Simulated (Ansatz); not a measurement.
**Molecular dynamics of CH3NOSi (part 2 of 2)**

Continued. System: CH3NOSi, SMILES N=C1O[SiH2]1. Method: RKS revPBE-d3bj/def2-SVP (Ansatz 0.2.0). The geometry comes from this level: PBE0-D4/def2-TZVP.

Geometry of the input (Å):
```
N  -1.0710  -1.5802  -0.4163
C  -0.3124  -0.6508  -0.0792
O  0.7592  -0.7126  0.7842
Si 0.6006  0.8803  0.2096
H  -1.7785  -1.2522  -1.0665
H  0.1860  1.8902  1.2059
H  1.6773  1.3573  -0.6834
```

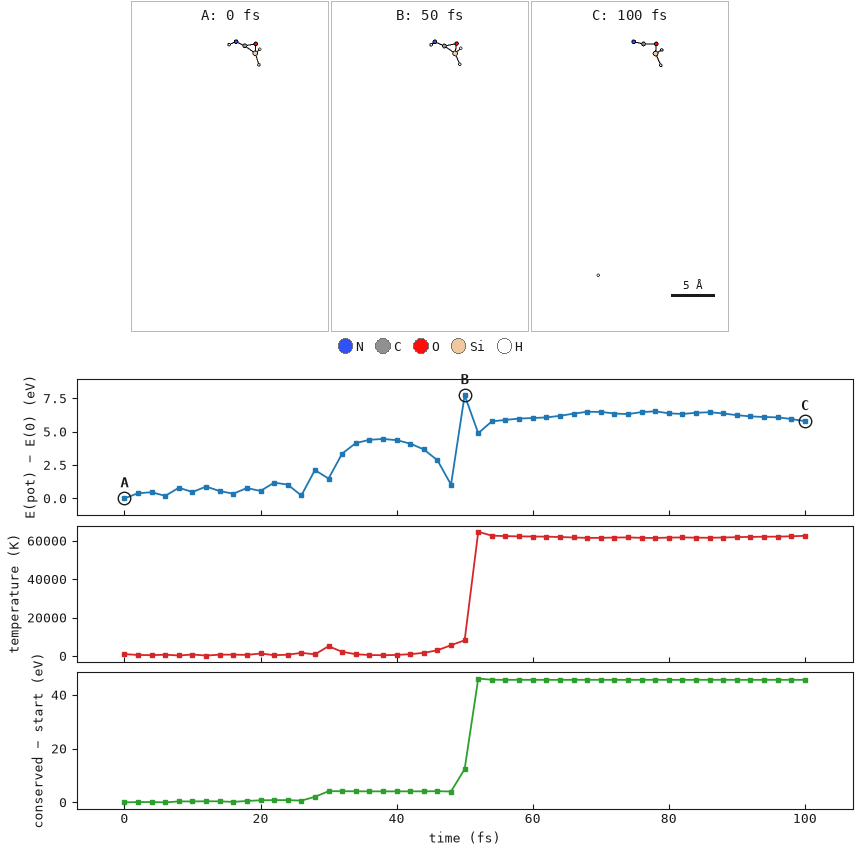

*Frames of the molecular dynamics (ball-and-stick, seen at a tilt) above the curves, on which the letters mark them.*

The trajectory kept here has 51 frames over 100 fs. The temperature starts at 1000 K, ranges from 275 to 64721 K and averages 59983 K over the second half. The potential energy ends 5.788 eV above its first value. The conserved quantity stays within 46 eV. After an unweighted best fit of the last frame on the first, the root-mean-square displacement is 14.55 Å, and H5 has moved furthest (35.28 Å).

```
Total energy: -12484.78707017 eV, -458.8074623361 hartree
Atom 0 at    -0.042698    -2.566937     0.613976 Å, force     0.947563     2.213098     0.248620 eV/Å
Atom 1 at     0.425971    -1.449015     0.727551 Å, force     1.174154     1.061419     0.762318 eV/Å
Atom 2 at     1.291912    -0.293977     1.187990 Å, force    -1.807731    -3.237539    -0.625262 eV/Å
Atom 3 at     0.389023     0.666697     0.077346 Å, force     0.135677     1.245566    -1.140074 eV/Å
Atom 4 at   -26.542436    21.376366   -26.833883 Å, force     0.000026    -0.000009     0.000021 eV/Å
Atom 5 at    -0.332477     1.880366     0.713047 Å, force     0.156156    -0.630881    -0.006212 eV/Å
Atom 6 at     1.312160     1.267453    -1.077413 Å, force    -0.605845    -0.651654     0.760590 eV/Å
Dipole moment:     1.653748    -0.636724     1.500526 e Å
```

Trajectory as extended XYZ (Å, eV, eV/Å), 14 of the 51 frames kept, from step=0 to step=50
```
7
Properties=species:S:1:pos:R:3:forces:R:3 step=0 time_fs=0.0 energy=-12490.57497 temperature=1000.0
N    -1.0710   -1.5802   -0.4163   -0.5560  -1.3012  -0.0703
C    -0.3124   -0.6508   -0.0792    0.1674   0.4379   0.0090
O     0.7592   -0.7126    0.7842    0.6267  -1.2417   0.8436
Si    0.6006    0.8803    0.2096   -0.0002   1.5646  -0.4406
H    -1.7785   -1.2522   -1.0665   -0.4579   0.1859  -0.4152
H     0.1860    1.8902    1.2059   -0.0659   0.2401   0.2597
H     1.6773    1.3573   -0.6834    0.2859   0.1143  -0.1861
7
Properties=species:S:1:pos:R:3:forces:R:3 step=4 time_fs=8.0 energy=-12489.77450 temperature=316.4
N    -1.1040   -1.5947   -0.4165    8.5233  -0.9185   5.2143
C    -0.3129   -0.6253   -0.1571   -1.2042  -2.0925   0.3580
O     0.7887   -0.6736    0.8020   -0.4613  -2.3901  -0.0569
Si    0.5996    0.8595    0.2198    1.1537   3.6665  -0.4826
H    -1.8585   -1.4121   -0.8552   -7.2956   2.0890  -4.8976
H     0.1200    1.8987    1.2315    0.0731  -0.2201  -0.3722
H     1.8461    1.3668   -0.5574   -0.7890  -0.1343   0.2370
7
Properties=species:S:1:pos:R:3:forces:R:3 step=8 time_fs=16.0 energy=-12490.22091 temperature=738.3
N    -1.1171   -1.6174   -0.3926    2.7629  -0.5154   1.8498
C    -0.3385   -0.6442   -0.2101    1.4657  -0.0781   2.0120
O     0.8036   -0.7141    0.8179   -1.2849   0.0790  -1.3828
Si    0.6142    0.8996    0.2224   -0.5517  -1.1364   0.2556
H    -1.8901   -1.3631   -0.9042   -2.7906   0.8152  -2.2850
H     0.0494    1.8884    1.1562   -0.2399   0.3886   0.2424
H     1.7940    1.3922   -0.4573    0.6385   0.4471  -0.6921
7
Properties=species:S:1:pos:R:3:forces:R:3 step=12 time_fs=24.0 energy=-12489.54133 temperature=703.6
N    -1.1243   -1.6403   -0.3603   -2.1688   2.4085  -3.4314
C    -0.3030   -0.6642   -0.1739    0.3252  -0.4742   1.0071
O     0.7748   -0.7581    0.7891   -0.6123   0.9676  -0.6090
Si    0.6250    0.9305    0.2265   -0.0426  -0.4232  -0.5986
H    -1.9624   -1.2064   -1.2769    2.9119  -1.4506   3.2249
H    -0.0801    1.9697    1.1101    0.4168  -0.4719  -0.1738
H     1.8293    1.5493   -0.5761   -0.8302  -0.5563   0.5808
7
Properties=species:S:1:pos:R:3:forces:R:3 step=15 time_fs=30.0 energy=-12489.08941 temperature=5129.1
N    -1.1229   -1.6229   -0.3515   -1.8676   1.6151  -3.9533
C    -0.2625   -0.6962   -0.1092   -1.7455   0.3538  -1.5491
O     0.7375   -0.7687    0.7517    1.8046   0.3648   1.9568
Si    0.6285    0.9423    0.2235   -1.1932  -1.0416  -0.7277
H    -1.8538   -1.1810   -1.4598    2.3684  -1.2777   3.9236
H    -0.0750    1.9284    1.0687    0.0547   0.0648   0.5304
H     1.7072    1.5440   -0.5670    0.5787  -0.0792  -0.1807
7
Properties=species:S:1:pos:R:3:forces:R:3 step=19 time_fs=38.0 energy=-12486.11810 temperature=454.0
N    -1.0799   -1.6128   -0.3210   -2.8048  -1.1826  -2.5286
C    -0.2765   -0.7224   -0.0809    0.2636   1.8886  -0.5936
O     0.7538   -0.7640    0.7665    2.0131   0.9346   1.6078
Si    0.6122    0.9385    0.2086   -0.0058  -0.3979  -0.2681
H    -2.2367   -0.8659   -2.1372    0.8334  -0.5681   1.5185
H    -0.0161    1.8753    1.2376    0.3902  -0.2763  -0.3001
H     1.7962    1.4858   -0.6404   -0.6896  -0.3984   0.5641
7
Properties=species:S:1:pos:R:3:forces:R:3 step=23 time_fs=46.0 energy=-12487.71481 temperature=3021.9
N    -1.1373   -1.6241   -0.4006   -0.2954   2.6766  -2.4184
C    -0.3002   -0.6773   -0.0918    0.0450  -1.0904   0.3611
O     0.8378   -0.7294    0.8388   -1.8317   0.0583  -1.2720
Si    0.5896    0.9183    0.1912   -0.3454  -1.4271   0.9088
H    -2.0041   -0.9536   -1.7182    1.8631  -1.3760   3.1012
H     0.1882    1.7629    1.3300   -0.1908   0.5869   0.0619
H     1.7360    1.3191   -0.5791    0.7552   0.5717  -0.7426
7
Properties=species:S:1:pos:R:3:forces:R:3 step=27 time_fs=54.0 energy=-12484.79589 temperature=62673.5
N    -1.0112   -1.6970   -0.3366    0.1581   1.4574  -0.3176
C    -0.3217   -0.6920   -0.0812   -0.1264  -2.4720   0.7651
O     0.8643   -0.6893    0.8693   -0.7418   0.4112  -0.8378
Si    0.5702    0.8782    0.1891    2.1576   1.1109   0.6556
H    -3.5676    0.5807   -3.0222    0.0504  -0.0682   0.0592
H     0.3332    1.8746    1.3358   -0.3532  -0.1959  -0.6831
H     1.7763    1.3419   -0.7222   -1.1448  -0.2434   0.3587
7
Properties=species:S:1:pos:R:3:forces:R:3 step=31 time_fs=62.0 energy=-12484.50174 temperature=62158.7
N    -0.7180   -1.9094   -0.0814   -1.8428  -0.8693  -1.1748
C    -0.3158   -0.7601   -0.0241    0.5789  -0.4888   0.6620
O     0.8589   -0.6414    0.8689    1.5016   0.1193   1.1388
Si    0.5826    0.8526    0.1997   -0.4568   0.8407   0.0370
H    -7.5639    4.1972   -7.1639    0.0009   0.0002   0.0006
H     0.2589    1.9841    1.0863   -0.4685   0.1941   0.3527
H     1.4438    1.3307   -0.8467    0.6867   0.2038  -1.0164
7
Properties=species:S:1:pos:R:3:forces:R:3 step=35 time_fs=70.0 energy=-12484.08637 temperature=61534.8
N    -0.5063   -2.1425    0.1200   -0.7567   3.5639  -1.0644
C    -0.2720   -0.8702    0.0748   -0.0057  -4.1319   0.6553
O     0.9058   -0.5898    0.9078    1.9745  -0.1187   1.6226
Si    0.5937    0.8552    0.2020   -1.4172   1.7090  -2.4248
H   -11.5596    7.8139  -11.3052    0.0003   0.0000   0.0003
H    -0.0273    2.0669    0.9091    0.3162  -0.6236   0.0175
H     1.2096    1.2937   -1.1851   -0.1115  -0.3986   1.1935
7
Properties=species:S:1:pos:R:3:forces:R:3 step=38 time_fs=76.0 energy=-12484.10518 temperature=61558.5
N    -0.3722   -2.2367    0.2413   -1.8617  -4.1637  -0.5774
C    -0.2382   -1.0695    0.1692    2.1386   4.7177   0.4833
O     0.9889   -0.5520    0.9758    0.9580   1.1351   0.4559
Si    0.5834    0.8771    0.1757   -2.0116  -2.3221   0.1773
H   -14.5563   10.5264  -14.4110    0.0003   0.0000   0.0002
H    -0.1753    1.9614    0.8241    0.0137   0.2987   0.3712
H     1.0566    1.1570   -1.1511    0.7627   0.3344  -0.9105
7
Properties=species:S:1:pos:R:3:forces:R:3 step=42 time_fs=84.0 energy=-12484.15379 temperature=61633.4
N    -0.2528   -2.4559    0.3796   -0.1537   4.2294  -0.4866
C    -0.1069   -1.1942    0.3202    1.5967  -2.0268   0.8063
O     1.1266   -0.4676    1.0782   -0.7009   0.6254  -0.7943
Si    0.5352    0.8659    0.1370   -0.8811  -2.7671  -0.3794
H   -18.5517   14.1431  -18.5520    0.0001   0.0000   0.0001
H    -0.3215    1.9112    0.8431    0.4519  -0.1751  -0.3161
H     1.1310    1.0976   -1.2991   -0.3130   0.1142   1.1700
7
Properties=species:S:1:pos:R:3:forces:R:3 step=46 time_fs=92.0 energy=-12484.42352 temperature=62040.8
N    -0.1469   -2.5519    0.4997    0.1762   2.1658  -0.0463
C     0.1102   -1.3531    0.5070    1.6731   0.9334   0.5066
O     1.2401   -0.3611    1.1532   -1.6235  -0.9116  -1.0882
Si    0.4660    0.7914    0.0988   -0.5168  -2.9048   1.5091
H   -22.5471   17.7597  -22.6930    0.0001   0.0000   0.0001
H    -0.2951    1.8566    0.7642   -0.3095   0.3827   0.1858
H     1.1673    1.1464   -1.0998    0.6005   0.3344  -1.0672
7
Properties=species:S:1:pos:R:3:forces:R:3 step=50 time_fs=100.0 energy=-12484.78701 temperature=62599.5
N    -0.0427   -2.5669    0.6140    0.9476   2.2131   0.2486
C     0.4260   -1.4490    0.7276    1.1742   1.0614   0.7623
O     1.2919   -0.2940    1.1880   -1.8077  -3.2375  -0.6253
Si    0.3890    0.6667    0.0773    0.1357   1.2456  -1.1401
H   -26.5424   21.3764  -26.8339    0.0000   0.0000   0.0000
H    -0.3325    1.8804    0.7130    0.1562  -0.6309  -0.0062
H     1.3122    1.2675   -1.0774   -0.6058  -0.6517   0.7606
```

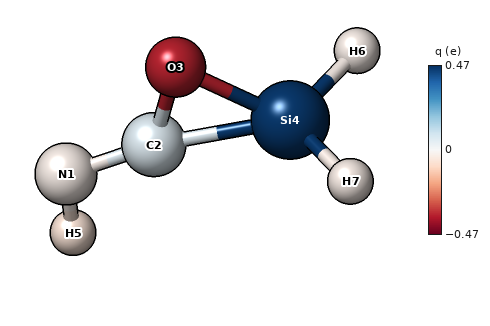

*Mulliken charges, as the colour of each atom (ball-and-stick view, seen at a tilt; atoms are numbered from 1 in the order of the input).*

By element: N −0.03, C +0.06, O −0.36, Si +0.45 and H −0.06 to −0.03 e.
